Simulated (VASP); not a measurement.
```
BN
1.0
    0.00000     1.80381     1.80381
    1.80381     0.00000     1.80381
    1.80381     1.80381     0.00000
B N
1 1
Direct
  0.00000   0.00000   0.00000
  0.25000   0.25000   0.25000
```

These are PBE GGA with D4 dispersion, VASP's PBE PAW potentials (set 64) (plane waves; VASP 6.6.1) values and carry that method's errors. Numerical set-up: 520 eV cut-off, 14×14×14 Γ-centred mesh, tetrahedra with Blöchl corrections, potentials B N.

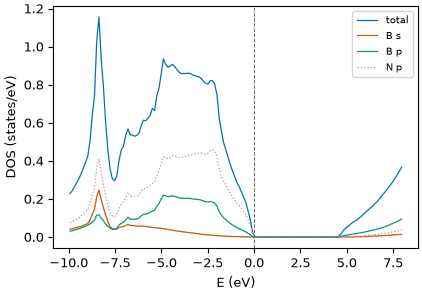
Figure: Total and projected density of states, zero at the valence-band maximum

Within 2 eV below the valence-band maximum the largest weight inside VASP's projection spheres is N p, then B p.

The gap is indirect, 4.47 eV, from the valence maximum at Γ to the conduction minimum at X.

The compound is BN in the zinc blende structure. It was relaxed first.
